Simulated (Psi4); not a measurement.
# NOF (nitrosyl fluoride): DSD-PBEP86/def2-TZVPP (density fitting for correlation)

What is the energy change on altering one bond length of NOF (nitrosyl fluoride) at DSD-PBEP86/def2-TZVPP (density fitting for correlation)? 

Program for the calculation: Psi4 1.11.

1 further run of the same task is left out (it didn't finish).

## 1. The molecule

NOF: 3 atoms, total charge 0, spin state singlet. As SMILES, `O=NF`. Geometry: relaxed at PBE0-D4/def2-TZVP.

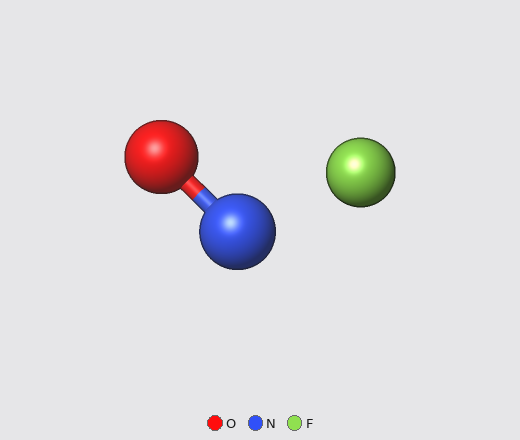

Viewed from a chosen angle; oxygen red, nitrogen blue, fluorine green.

## 2. The energy at DSD-PBEP86/def2-TZVPP (density fitting for correlation)

File job.inp:

```
memory 2.2 GB

molecule mol {
  0 1
  O
  N 1 1.126674
  F 2 1.483325 1 110.42286
  units angstrom
  symmetry c1
}

set reference rks
set puream true
set e_convergence 1e-09
set d_convergence 1e-08
set scf_type pk
set dft_radial_points 99
set dft_spherical_points 590
set num_frozen_docc 3

e_tot = energy('dsd-pbep86/def2-TZVPP')
```

On the command line:

```
psi4 -n 1 job.inp job.out
```

job.out:

```text
[...]
  Running in c1 symmetry.
[...]
  Nuclear repulsion =   66.472919985517308
[...]
  Multiplicity = 1
[...]
  Nalpha       = 12
  Nbeta        = 12
[...]
    Number of basis functions: 93
[...]
   @RKS iter   1:  -229.06329913810049   -5.60628e-01   4.71278e-03 ADIIS/DIIS
[...]
   @RKS iter  12:  -229.12961721349618   -7.07701e-12   4.55245e-09 DIIS
[...]
    Orbital Energies [Eh]
    ---------------------
    Doubly Occupied:
       1A    -25.739982     2A    -20.230799     3A    -15.405975
       4A     -1.581231     5A     -1.432205     6A     -0.902591
       7A     -0.742094     8A     -0.710705     9A     -0.692620
      10A     -0.555237    11A     -0.554608    12A     -0.459466
[...]
  @RKS Final Energy:  -229.12961721349618
   => Energetics <=
    Nuclear Repulsion Energy =             66.4729199855173079
    One-Electron Energy =                -447.9492592015749892
    Two-Electron Energy =                 159.6805328153141659
    DFT Exchange-Correlation Energy =      -7.3338108127526551
    Empirical Dispersion Energy =           0.0000000000000000
    VV10 Nonlocal Energy =                  0.0000000000000000
    Total Energy =                       -229.1296172134961751
[...]
 Multipole Moments:
 ------------------------------------------------------------------------------------
     Multipole            Electronic (a.u.)      Nuclear  (a.u.)        Total (a.u.)
 ------------------------------------------------------------------------------------
 L = 1.  Multiply by 2.5417464519 to convert [e a0] to [Debye]
 Dipole X            :          0.2564238           -0.8038939           -0.5474700
 Dipole Y            :         -0.3617628            0.6510145            0.2892517
 Dipole Z            :          0.0000000            0.0000000            0.0000000
 Magnitude           :                                                    0.6191849
[...]
```

Wall time 17 s (1 thread of Intel Xeon at 2.50GHz (Skylake/Cascade Lake), shared host); peak memory 0.75 GiB.

## 3. The distorted shape, same level

File run_ase.py:

```python
import numpy as np
from ase.calculators.psi4 import Psi4
from ase import Atoms

atoms = Atoms(['O', 'N', 'F'], positions=[
    [1.801337, -0.334733, 0.956393],
    [1.081917, -1.060243, 0.481563],
    [-1.017290, 0.239580, -0.534650],
])
calc = Psi4(atoms=atoms, method='dsd-pbep86', basis='def2-TZVPP', memory='2200MB', num_threads=1, charge=0, multiplicity=1, label='calc')
calc.psi4.set_options({'puream': True, 'e_convergence': 1e-09, 'd_convergence': 1e-08, 'scf_type': 'pk', 'dft_radial_points': 99, 'dft_spherical_points': 590, 'num_frozen_docc': 3})
atoms.calc = calc

print(f'energy: {atoms.get_potential_energy():.6f} eV')
```

On the command line:

```
python run_ase.py
```

calc.dat:

```text
[...]
  Running in c1 symmetry.
[...]
  Nuclear repulsion =   50.547778066504193
[...]
  Multiplicity = 1
[...]
  Nalpha       = 12
  Nbeta        = 12
[...]
    Number of basis functions: 93
[...]
   @RKS iter   1:  -228.81318449152425   -7.65034e-01   7.05956e-03 ADIIS/DIIS
[...]
   @RKS iter  18:  -229.00826328975404   -3.55271e-12   4.68416e-09 DIIS
[...]
    Orbital Energies [Eh]
    ---------------------
    Doubly Occupied:
       1A    -25.554425     2A    -20.413097     3A    -15.528900
       4A     -1.693853     5A     -1.215543     6A     -1.014029
       7A     -0.806743     8A     -0.798253     9A     -0.789811
      10A     -0.387901    11A     -0.387457    12A     -0.345639
[...]
  @RKS Final Energy:  -229.00826328975404
   => Energetics <=
    Nuclear Repulsion Energy =             50.5477780665041934
    One-Electron Energy =                -416.0358449348345857
    Two-Electron Energy =                 143.7604097249470669
    DFT Exchange-Correlation Energy =      -7.2806061463707064
    Empirical Dispersion Energy =           0.0000000000000000
    VV10 Nonlocal Energy =                  0.0000000000000000
    Total Energy =                       -229.0082632897540407
[...]
 Multipole Moments:
 ------------------------------------------------------------------------------------
     Multipole            Electronic (a.u.)      Nuclear  (a.u.)        Total (a.u.)
 ------------------------------------------------------------------------------------
 L = 1.  Multiply by 2.5417464519 to convert [e a0] to [Debye]
 Dipole X            :          1.4092003            1.4385432            2.8477435
 Dipole Y            :         -0.7022252           -0.5252304           -1.2274556
 Dipole Z            :          0.7005969            0.7358957            1.4364925
 Magnitude           :                                                    3.4175724
[...]
```

The script printed:

```text
energy: -6242.481389 eV
```

Run time: 18 s. Hardware: 1 thread of Intel Xeon at 2.50GHz (Skylake/Cascade Lake), shared host; peak memory 0.7 GiB.

## 4. Summary of results

At DSD-PBEP86/def2-TZVPP (density fitting for correlation), 3 core orbitals frozen:

| quantity | value |
| --- | --- |
| first shape: total energy | -229.49500 Eh |
| first shape: HOMO energy (SCF part's orbitals) | -12.50 eV |
| first shape: LUMO energy (SCF part's orbitals) | -0.32 eV |
| first shape: HOMO–LUMO gap (SCF part's orbitals) | 12.18 eV |
| distorted shape: total energy | -229.40696 Eh |
| distorted shape: HOMO energy (SCF part's orbitals) | -9.41 eV |
| distorted shape: LUMO energy (SCF part's orbitals) | -3.82 eV |
| distorted shape: HOMO–LUMO gap (SCF part's orbitals) | 5.59 eV |
| energy change with the N2–F3 bond stretched from 1.483 to 2.670 Å | 2.396 eV |

What this shows: With the N2–F3 bond stretched from 1.483 to 2.670 Å the energy rises by 2.40 eV (231 kJ/mol). The first shape isn't relaxed at this level, so the change isn't measured from a minimum. A restricted reference can't describe the breaking bond well at this length.
